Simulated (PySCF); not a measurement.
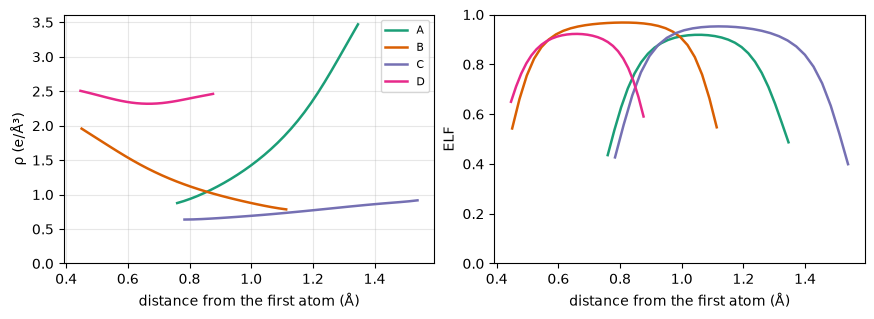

Figure 1: C₄H₁₂NPSi₂. Total electron density and electron localisation function along straight lines between neighbouring atoms. The curves leave out the atomic cores.

Geometry: GFN2-xTB.

The calculation used PBE0/pcSseg-1, SCF density, gas phase, non-relativistic (PySCF).

Input

```
{"job": {"kind": "nmr", "xc": "PBE0", "basis": "pcSseg-1"}, "charge": 0, "multiplicity": 1}
C      3.037621     0.929059     0.968486
C      2.109183    -0.010408     0.898867
Si     0.561238     0.131340    -0.185769
N      0.859040     0.393029    -1.877155
C     -0.489116    -1.464866    -0.022918
C     -1.978606    -1.147677    -0.124620
Si    -2.412550     0.383593     0.937547
P     -0.740836     1.823255     0.554764
H      2.952045     1.844550     0.404901
H      3.916676     0.839681     1.589146
H      2.238827    -0.908393     1.490231
H      1.511113    -0.221215    -2.341078
H      1.019280     1.341425    -2.179906
H     -0.288277    -1.920664     0.947931
H     -0.206408    -2.197820    -0.778928
H     -2.223872    -0.932261    -1.166832
H     -2.573913    -2.014884     0.165488
H     -3.715252     0.941381     0.566679
H     -2.396991     0.041877     2.364952
H     -1.184349     2.159677    -0.709967
```

Command:

```sh
OMP_NUM_THREADS=1 python probes_run.py task.json out
```

**Which curve belongs to which contact (C–C, C–Si, Si–N and Si–P)? The first atom named is at distance zero.**

Curve A: Si–N (1.74 Å): ρ is about 1.1 e/Å³ halfway; the ELF peaks at about 0.90 between the atoms: a polar covalent bond. Curve B: C–Si (1.90 Å): the density is about 0.93 e/Å³ at the midpoint; the ELF peaks at about 0.95 between the atoms (a shared electron pair). Curve C: Si–P (2.24 Å): ρ at the midpoint is about 0.74 e/Å³; the ELF peaks at about 0.95 between the atoms; a covalent bond. Curve D: C–C (1.32 Å): ρ is about 2.3 e/Å³ halfway; the ELF peaks at about 0.90 between the atoms (a short, multiple covalent bond).
